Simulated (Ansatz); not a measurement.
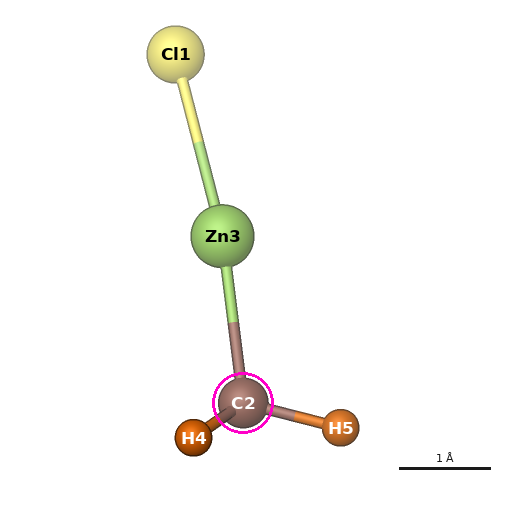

Orthographic view. Atoms fade into the background with distance from the viewer. Charge −1, singlet. The computed structure is the end point of a PBE-D4/def2-SVPD optimisation. No frequency run is at hand to confirm it as a minimum.

Which atoms are bonded to the circled atom?

Answer. The circled atom is C2; it is bonded to Zn3, H4, H5.

Which atom is farthest from the viewer?

Answer. Cl1, 1.1 Å behind the mean position.

Which atom is nearest the viewer?

Answer. H4, 1.0 Å in front of the mean position.
